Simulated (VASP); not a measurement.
# How thick must a slab of Pt(111) be?, part 3 of 7

Aim: follow surface energy, work function and relaxation of Pt(111) with the number of layers.

VASP 6.6.1; PBE; plane waves and PAW (Pt).

So far. Step 4 (Relaxing the slab, layers 4): The run ended after 3 ionic steps, 0.003 eV below its first step, once the forces on the free atoms met EDIFFG = -0.01. Step 5 (The vacuum level, layers 4): The vacuum level lies 5.70 eV above the Fermi level at the upper face; both faces agree, as the slab has next to no dipole.

### Step 6. Relaxing the slab, layers 5

System of this step: Pt(111). The cell holds 5 atoms: 5 Pt. Cell: a = 2.805 Å, b = 2.805 Å, c = 24.163 Å, α = 90.0°, β = 90.0°, γ = 60.0°. It derives from Pt. 5 layers of fcc Pt, cut at this functional's lattice. Vacuum lies along c.

INCAR

```
SYSTEM = Pt
PREC = Normal
ENCUT = 320
EDIFF = 1E-06
NELM = 120
ISMEAR = 1
SIGMA = 0.15
LREAL = .FALSE.
ALGO = Fast
GGA = PE
NBANDS = 31
LASPH = .TRUE.
LORBIT = 11
LWAVE = .FALSE.
LCHARG = .FALSE.
KPAR = 4
IBRION = 2
NSW = 50
ISIF = 2
EDIFFG = -0.01
POTIM = 0.4
MAXMIX = 40
```

POSCAR

```
Pt
1.0
    2.8054651031      0.0000000000      0.0000000000
    1.4027325516      2.4296040487      0.0000000000
    0.0000000000      0.0000000000     24.1626106584
Pt
5
Direct
    0.6666666700      0.6666666700      0.3103969200
    0.0000000000      0.0000000000      0.4051984600
    0.3333333300      0.3333333300      0.5000000000
    0.6666666700      0.6666666700      0.5948015400
    0.0000000000      0.0000000000      0.6896030800
```

KPOINTS

```
Automatic mesh
0
Gamma
15 15 1
0 0 0
```

The projector-augmented-wave data sets are Pt (PBE family, release 64).

On the command line:

```console
mpirun -np 4 vasp_std
```

Output:

```text
[banner, memory and clock lines left out]
running    4 mpi-ranks, on    1 nodes
[...]
LDA part: xc-table for (Slater+PW92), standard interpolation
 POSCAR, INCAR and KPOINTS ok, starting setup
[...]
entering main loop
       N       E                     dE             d eps       ncg     rms          rms(c)
DAV:   1     0.255089411978E+03    0.25509E+03   -0.18091E+04  1704   0.963E+02
DAV:   2    -0.180935707695E+02   -0.27318E+03   -0.25614E+03  2109   0.241E+02
DAV:   3    -0.307304527945E+02   -0.12637E+02   -0.11852E+02  2105   0.479E+01
DAV:   4    -0.311251222527E+02   -0.39467E+00   -0.39250E+00  2030   0.872E+00
[...]
RMM:  24    -0.292183048661E+02   -0.54794E-05   -0.23168E-07   937   0.241E-03    0.195E-03
RMM:  25    -0.292183064592E+02   -0.15932E-05   -0.39678E-08   304   0.942E-04    0.175E-03
RMM:  26    -0.292183071473E+02   -0.68800E-06   -0.18306E-08   290   0.101E-03
   1 F= -.29218307E+02 E0= -.29210869E+02  d E =-.292183E+02
[... from here on, the cycles between the ionic steps are left out ...]
   2 F= -.29223134E+02 E0= -.29215834E+02  d E =-.482676E-02
   3 F= -.29224207E+02 E0= -.29217026E+02  d E =-.589946E-02
   4 F= -.29224209E+02 E0= -.29217036E+02  d E =-.590152E-02
   5 F= -.29224241E+02 E0= -.29217070E+02  d E =-.323909E-04
   6 F= -.29224315E+02 E0= -.29217143E+02  d E =-.106823E-03
   7 F= -.29224386E+02 E0= -.29217214E+02  d E =-.177576E-03
[...]
reached required accuracy - stopping structural energy minimisation
```

The job ended after 31 s (4 MPI ranks of AMD EPYC 9R45, shared host; peak memory 0.65 GiB; 2 min of CPU time).

Parts of OUTCAR (step 6):

```text
  Total       -4.6080352     -4.6080352     -0.5219254     -0.0000000      0.0000000      0.0000000
  in kB      -44.8272541    -44.8272541     -5.0773232     -0.0000000      0.0000000      0.0000000
  external PRESSURE =     -31.5772772 kB  Pullay stress =       0.0000000 kB

 POSITION                                       TOTAL-FORCE (eV/Angst)
 -----------------------------------------------------------------------------------
      2.80547      1.61974      7.49759         0.000000      0.000000      0.002706
      0.00000      0.00000      9.81285        -0.000000      0.000000     -0.002400
      1.40273      0.80987     12.08131         0.000000     -0.000000      0.000000
      2.80547      1.61974     14.34976         0.000000     -0.000000      0.002400
      0.00000      0.00000     16.66502        -0.000000     -0.000000     -0.002706
 -----------------------------------------------------------------------------------
    total drift:                               -0.000003     -0.000002     -0.000001

  FREE ENERGIE OF THE ION-ELECTRON SYSTEM (eV)
  ---------------------------------------------------
  free  energy   TOTEN  =       -29.2243862413 eV

  energy  without entropy=      -29.2028706335  energy(sigma->0) =      -29.21721437

[... 1 part as in an earlier step ...]

[... 3 further parts left out ...]
[key lines of the parts left out:]
E-fermi :   2.0019
```

The steps of the relaxation:

```tsv
step	energy less that of the first step (eV)	largest force (eV/Å)
1	0.0000	0.2606
2	-0.0048	0.1145
3	-0.0059	0.0139
4	-0.0059	0.0185
5	-0.0059	0.0135
6	-0.0060	0.0114
7	-0.0061	0.0027
```

The atoms that moved most (Å):

```tsv
atom	dx	dy	dz	length
Pt2	0.000	0.000	0.022	0.022
Pt4	0.000	0.000	-0.022	0.022
```

The relaxed structure:

```
Pt
1.0
     2.80547    0.00000    0.00000
     1.40273    2.42960    0.00000
     0.00000    0.00000   24.16261
Pt
5
Cartesian
  2.8055 1.6197 7.4976
  0.0000 0.0000 9.8128
  1.4027 0.8099 12.0813
  2.8055 1.6197 14.3498
  0.0000 0.0000 16.6650
```

The run ended after 7 ionic steps, 0.006 eV below its first step, once the forces on the free atoms met EDIFFG = -0.01.

### Step 7. The vacuum level, layers 5

INCAR: that of step 6 with these lines changed.

```diff
@@ -16,7 +16,6 @@
 KPAR = 4
-IBRION = 2
-NSW = 50
-ISIF = 2
-EDIFFG = -0.01
-POTIM = 0.4
-MAXMIX = 40
+IDIPOL = 3
+LDIPOL = .TRUE.
+DIPOL = 0.5 0.5 0.5
+LVHAR = .TRUE.
+LVACPOTAV = .TRUE.
```

POSCAR

```
Pt
1.0
    2.8054651031      0.0000000000      0.0000000000
    1.4027325516      2.4296040487      0.0000000000
    0.0000000000      0.0000000000     24.1626106584
Pt
5
Direct
    0.6666666700      0.6666666700      0.3102972733
    0.0000000000      0.0000000000      0.4061170597
    0.3333333300      0.3333333300      0.5000000000
    0.6666666700      0.6666666700      0.5938829403
    0.0000000000      0.0000000000      0.6897027267
```

KPOINTS is that of step 6.

On the command line:

```console
mpirun -np 4 vasp_std
```

Output:

```text
[... set-up lines as in an earlier step ...]
 entering main loop
       N       E                     dE             d eps       ncg     rms          rms(c)
DAV:   1     0.255200144300E+03    0.25520E+03   -0.18090E+04  1704   0.963E+02
DAV:   2    -0.181776601796E+02   -0.27338E+03   -0.25593E+03  2108   0.241E+02
DAV:   3    -0.307569578787E+02   -0.12579E+02   -0.11811E+02  2089   0.479E+01
DAV:   4    -0.311401271822E+02   -0.38317E+00   -0.38122E+00  1990   0.870E+00
[...]
RMM:  24    -0.292243848031E+02   -0.33334E-05   -0.10032E-07   498   0.154E-03    0.161E-03
RMM:  25    -0.292243859434E+02   -0.11403E-05   -0.27424E-08   263   0.121E-03    0.132E-03
RMM:  26    -0.292243862661E+02   -0.32273E-06   -0.14320E-08   226   0.115E-03
 [... a notice as in an earlier step ...]

   1 F= -.29224386E+02 E0= -.29217215E+02  d E =-.215146E-01
```

Run time: 13 s. Hardware: 4 MPI ranks; peak memory 0.62 GiB.

OUTCAR, selected parts (step 7):

```text
  Total       -4.6049793     -4.6049793     -0.5140656     -0.0000000      0.0000000      0.0000000
  in kB      -44.7975263    -44.7975263     -5.0008621     -0.0000000      0.0000000      0.0000000
  external PRESSURE =     -31.5319715 kB  Pullay stress =       0.0000000 kB

 POSITION                                       TOTAL-FORCE (eV/Angst)
 -----------------------------------------------------------------------------------
      2.80547      1.61974      7.49759        -0.000000     -0.000000      0.001830
      0.00000      0.00000      9.81285         0.000000      0.000000     -0.000984
      1.40273      0.80987     12.08131         0.000000      0.000000      0.000000
      2.80547      1.61974     14.34976        -0.000000     -0.000000      0.000984
      0.00000      0.00000     16.66502         0.000000      0.000000     -0.001830
 -----------------------------------------------------------------------------------
    total drift:                               -0.000003     -0.000002     -0.000001

  FREE ENERGIE OF THE ION-ELECTRON SYSTEM (eV)
  ---------------------------------------------------
  free  energy   TOTEN  =       -29.2243862661 eV

  energy  without entropy=      -29.2028716540  energy(sigma->0) =      -29.21721473

[... 2 parts as in an earlier step ...]

[... 1 further part left out ...]
[key lines of the parts left out:]
E-fermi :   2.0023
```

The planar average of the electrostatic potential oscillates, so the rows of the table below give means over windows of 2.35 Å about each position, cut where the curve ends. Its maxima inside the range that stand out by 2 % of the span (Å: eV): 8.6: 0.742, 11.0: 0.168, 13.2: 0.168, 15.5: 0.742. Its minima: 7.5: -20.8, 9.8: -21.1, 12.1: -21.1, 14.3: -21.1, 16.7: -20.8.

Zero at the Fermi level. The planar average of the electrostatic potential by height; means over each step:

```tsv
height (Å)	planar average of the electrostatic potential (eV)
1.18	5.69
3.53	5.68
5.88	2.34
8.23	-10.2
10.58	-11.0
12.93	-11.0
15.28	-10.4
17.63	-4.58
19.98	5.66
22.33	5.69
```

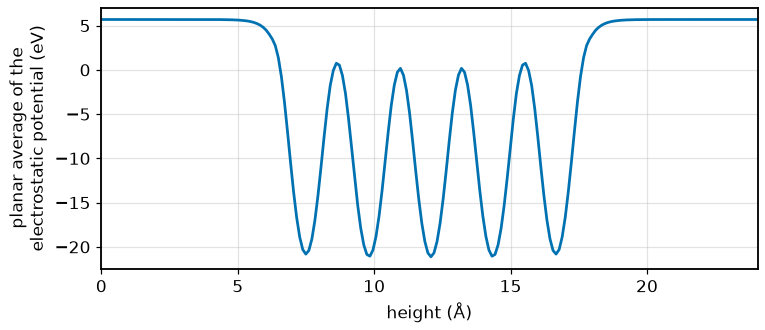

Planar average of the electrostatic potential, plotted against height.

The vacuum level lies 5.68 eV above the Fermi level at the upper face; both faces agree, as the slab has next to no dipole.

The program found no field-free point at its default tolerance, but its printed level agrees with the flat part of the planar average.

### Step 8. Surface relaxation, layers 6

System of this step: Pt(111). The cell holds 6 atoms: 6 Pt. Its edges and angles: a = 2.805 Å, b = 2.805 Å, c = 26.453 Å, α = 90.0°, β = 90.0°, γ = 60.0°. It derives from Pt. 6 layers of fcc Pt, cut at this functional's lattice. Vacuum lies along c.

INCAR

```
SYSTEM = Pt
PREC = Normal
ENCUT = 320
EDIFF = 1E-06
NELM = 120
ISMEAR = 1
SIGMA = 0.15
LREAL = .FALSE.
ALGO = Fast
GGA = PE
NBANDS = 37
LASPH = .TRUE.
LORBIT = 11
LWAVE = .FALSE.
LCHARG = .FALSE.
KPAR = 4
IBRION = 2
NSW = 50
ISIF = 2
EDIFFG = -0.01
POTIM = 0.4
MAXMIX = 40
```

POSCAR

```
Pt
1.0
    2.8054651031      0.0000000000      0.0000000000
    1.4027325516      2.4296040487      0.0000000000
    0.0000000000      0.0000000000     26.4532633231
Pt
6
Direct
    0.3333333300      0.3333333300      0.2835189000
    0.6666666700      0.6666666700      0.3701113400
    0.0000000000      0.0000000000      0.4567037800
    0.3333333300      0.3333333300      0.5432962200
    0.6666666700      0.6666666700      0.6298886600
    0.0000000000      0.0000000000      0.7164811000
```

KPOINTS is that of step 7.

On the command line:

```console
mpirun -np 4 vasp_std
```

Output:

```text
[banner, memory and clock lines left out]
running    4 mpi-ranks, on    1 nodes
[...]
LDA part: xc-table for (Slater+PW92), standard interpolation
 POSCAR, INCAR and KPOINTS ok, starting setup
[...]
entering main loop
       N       E                     dE             d eps       ncg     rms          rms(c)
DAV:   1     0.303118767502E+03    0.30312E+03   -0.22142E+04  2022   0.981E+02
DAV:   2    -0.212429334323E+02   -0.32436E+03   -0.30767E+03  2427   0.246E+02
DAV:   3    -0.370631840968E+02   -0.15820E+02   -0.14170E+02  2474   0.489E+01
DAV:   4    -0.376315671108E+02   -0.56838E+00   -0.54063E+00  2440   0.914E+00
[...]
RMM:  26    -0.353425453735E+02   -0.30182E-05   -0.10349E-07   673   0.135E-03    0.151E-03
RMM:  27    -0.353425463822E+02   -0.10087E-05   -0.28554E-08   397   0.103E-03    0.125E-03
RMM:  28    -0.353425470340E+02   -0.65181E-06   -0.19536E-08   333   0.994E-04
   1 F= -.35342547E+02 E0= -.35342493E+02  d E =-.353425E+02
[... from here on, the cycles between the ionic steps are left out ...]
   2 F= -.35346682E+02 E0= -.35346803E+02  d E =-.413524E-02
   3 F= -.35347544E+02 E0= -.35347759E+02  d E =-.499718E-02
   4 F= -.35347551E+02 E0= -.35347776E+02  d E =-.500394E-02
   5 F= -.35348093E+02 E0= -.35348410E+02  d E =-.542292E-03
   6 F= -.35348118E+02 E0= -.35348455E+02  d E =-.567112E-03
[...]
reached required accuracy - stopping structural energy minimisation
```

Wall time 37 s (4 MPI ranks); peak memory 0.71 GiB.

OUTCAR, selected parts (step 8):

```text
  Total       -5.0803159     -5.0803159     -0.7322652     -0.0000000     -0.0000000      0.0000000
  in kB      -45.1420913    -45.1420913     -6.5066783     -0.0000000     -0.0000000      0.0000000
  external PRESSURE =     -32.2636203 kB  Pullay stress =       0.0000000 kB

 POSITION                                       TOTAL-FORCE (eV/Angst)
 -----------------------------------------------------------------------------------
      1.40273      0.80987      7.48787        -0.000000     -0.000000      0.007986
      2.80547      1.61974      9.80632         0.000000      0.000000      0.004772
      0.00000      0.00000     12.08832        -0.000000     -0.000000      0.000571
      1.40273      0.80987     14.36495         0.000000     -0.000000     -0.000571
      2.80547      1.61974     16.64694        -0.000000     -0.000000     -0.004772
      1.40273      2.42960     18.96539         0.000000      0.000000     -0.007986
 -----------------------------------------------------------------------------------
    total drift:                                0.000000      0.000000      0.000001

  FREE ENERGIE OF THE ION-ELECTRON SYSTEM (eV)
  ---------------------------------------------------
  free  energy   TOTEN  =       -35.3481180874 eV

  energy  without entropy=      -35.3491287358  energy(sigma->0) =      -35.34845497

[... 1 part as in an earlier step ...]

[... 3 further parts left out ...]
[key lines of the parts left out:]
E-fermi :   2.7120
```

Step by step:

```tsv
step	energy less that of the first step (eV)	largest force (eV/Å)
1	0.0000	0.2226
2	-0.0041	0.0823
3	-0.0050	0.0962
4	-0.0050	0.0988
5	-0.0055	0.0203
6	-0.0056	0.0080
```

The atoms that moved most (Å):

```tsv
atom	dx	dy	dz	length
Pt5	0.000	0.000	-0.016	0.016
Pt2	0.000	0.000	0.016	0.016
Pt1	0.000	0.000	-0.012	0.012
Pt6	0.000	0.000	0.012	0.012
Pt3	0.000	0.000	0.007	0.007
Pt4	0.000	0.000	-0.007	0.007
```

Final coordinates:

```
Pt
1.0
     2.80547    0.00000    0.00000
     1.40273    2.42960    0.00000
     0.00000    0.00000   26.45326
Pt
6
Direct
  0.33333 0.33333 0.28306
  0.66667 0.66667 0.37070
  0.00000 0.00000 0.45697
  0.33333 0.33333 0.54303
  0.66667 0.66667 0.62930
  0.00000 0.00000 0.71694
```

The run ended after 6 ionic steps, 0.006 eV below its first step, once the forces on the free atoms met EDIFFG = -0.01.

### Step 9. The vacuum level, layers 6

INCAR: that of step 8 with these lines changed.

```diff
@@ -16,7 +16,6 @@
 KPAR = 4
-IBRION = 2
-NSW = 50
-ISIF = 2
-EDIFFG = -0.01
-POTIM = 0.4
-MAXMIX = 40
+IDIPOL = 3
+LDIPOL = .TRUE.
+DIPOL = 0.5 0.5 0.5
+LVHAR = .TRUE.
+LVACPOTAV = .TRUE.
```

POSCAR

```
Pt
1.0
    2.8054651031      0.0000000000      0.0000000000
    1.4027325516      2.4296040487      0.0000000000
    0.0000000000      0.0000000000     26.4532633231
Pt
6
Direct
    0.3333333300      0.3333333300      0.2830603948
    0.6666666700      0.6666666700      0.3707037552
    0.0000000000      0.0000000000      0.4569688830
    0.3333333300      0.3333333300      0.5430311170
    0.6666666700      0.6666666700      0.6292962448
    0.0000000000      0.0000000000      0.7169396052
```

KPOINTS is that of step 8.

On the command line:

```console
mpirun -np 4 vasp_std
```

Output:

```text
[... set-up lines as in an earlier step ...]
 entering main loop
       N       E                     dE             d eps       ncg     rms          rms(c)
DAV:   1     0.302722528310E+03    0.30272E+03   -0.22139E+04  2022   0.981E+02
DAV:   2    -0.212324745284E+02   -0.32396E+03   -0.30711E+03  2427   0.246E+02
DAV:   3    -0.370851937192E+02   -0.15853E+02   -0.14197E+02  2477   0.488E+01
DAV:   4    -0.376494416297E+02   -0.56425E+00   -0.53753E+00  2432   0.910E+00
[...]
RMM:  25    -0.353481137483E+02   -0.24184E-05   -0.12600E-07   573   0.133E-03    0.144E-03
RMM:  26    -0.353481163595E+02   -0.26112E-05   -0.11855E-07   740   0.147E-03    0.187E-03
RMM:  27    -0.353481171004E+02   -0.74086E-06   -0.18318E-08   251   0.969E-04
 [... a notice as in an earlier step ...]

   1 F= -.35348117E+02 E0= -.35348454E+02  d E =0.101158E-02
```

The job ended after 16 s (4 MPI ranks; peak memory 0.68 GiB; 61 s of CPU time).

Parts of OUTCAR (step 9):

```text
  Total       -5.0789885     -5.0789885     -0.7305831     -0.0000000      0.0000000      0.0000000
  in kB      -45.1302965    -45.1302965     -6.4917323     -0.0000000      0.0000000      0.0000000
  external PRESSURE =     -32.2507751 kB  Pullay stress =       0.0000000 kB

 POSITION                                       TOTAL-FORCE (eV/Angst)
 -----------------------------------------------------------------------------------
      1.40273      0.80987      7.48787        -0.000000     -0.000000      0.006754
      2.80547      1.61974      9.80632         0.000000     -0.000000      0.005718
      0.00000      0.00000     12.08832        -0.000000      0.000000      0.004752
      1.40273      0.80987     14.36495        -0.000000      0.000000     -0.004752
      2.80547      1.61974     16.64694        -0.000000      0.000000     -0.005718
      0.00000      0.00000     18.96539         0.000000      0.000000     -0.006754
 -----------------------------------------------------------------------------------
    total drift:                                0.000000      0.000000      0.000001

  FREE ENERGIE OF THE ION-ELECTRON SYSTEM (eV)
  ---------------------------------------------------
  free  energy   TOTEN  =       -35.3481171004 eV

  energy  without entropy=      -35.3491286815  energy(sigma->0) =      -35.34845429

[... 2 parts as in an earlier step ...]

[... 1 further part left out ...]
[key lines of the parts left out:]
E-fermi :   2.7118
```

The vacuum level lies 5.74 eV above the Fermi level at the upper face; both faces agree, as the slab has next to no dipole.

The program found no field-free point at its default tolerance, but its printed level agrees with the flat part of the planar average.

(Part 3 of 7 ends here.)

[Lines on the potential files, build, host, timing and source positions are cut from VASP's logs without a mark.]

[Logs are printed without paths, hosts, clocks, repeated set-up lines and the standing remarks that a program may print on its own settings, such as how far it seeks lower states.]

[Hosts, paths, dates, database ids (printed as entryN), source tags and the programs' standing remarks are cut or masked in the printed files.]

[Runs that stopped without an error message from VASP are left out.]
